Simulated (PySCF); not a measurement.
Molecule (SMILES): [Al][Cl] (Al-Cl) (closed-shell singlet).
Geometry (B3LYP-D3(BJ)/def2-TZVP, fixed):
```
Al
Cl 1 2.1602
```

Basis-set convergence of the mean static polarisability at PBE0 with PySCF. All functions are spherical. Density fitting with generated auxiliary sets. No added dispersion term, no relativity. Reference: the value in aug-pcseg-3, 54.07 bohr³, itself unsure by roughly 0.2 % (its mean distance from aug-cc-pV(Q+d)Z, aug-pcseg-2, aug-cc-pV(T+d)Z). Deviations are taken from unrounded values.

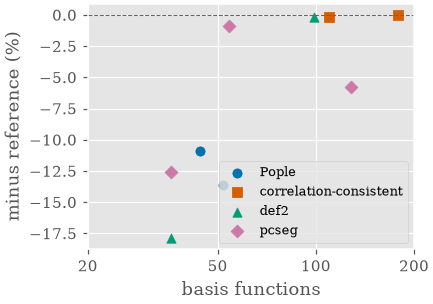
Deviation from the reference against the number of basis functions, by family of sets.

```json
[
 {"basis": "def2-SVP", "functions": "36", "mean static polarisability (bohr³)": "44.41", "minus reference (%)": "-17.9"},
 {"basis": "pcseg-1", "functions": "36", "mean static polarisability (bohr³)": "47.27", "minus reference (%)": "-12.6"},
 {"basis": "6-31+G*", "functions": "44", "mean static polarisability (bohr³)": "48.18", "minus reference (%)": "-10.9"},
 {"basis": "6-311G**", "functions": "52", "mean static polarisability (bohr³)": "46.68", "minus reference (%)": "-13.7"},
 {"basis": "aug-pcseg-1", "functions": "54", "mean static polarisability (bohr³)": "53.56", "minus reference (%)": "-0.9"},
 {"basis": "def2-TZVPPD", "functions": "99", "mean static polarisability (bohr³)": "53.96", "minus reference (%)": "-0.2"},
 {"basis": "aug-cc-pV(T+d)Z", "functions": "110", "mean static polarisability (bohr³)": "53.99", "minus reference (%)": "-0.1"},
 {"basis": "pcseg-3", "functions": "128", "mean static polarisability (bohr³)": "50.95", "minus reference (%)": "-5.8"},
 {"basis": "aug-cc-pV(Q+d)Z", "functions": "178", "mean static polarisability (bohr³)": "54.07", "minus reference (%)": "0.0"}
]
```
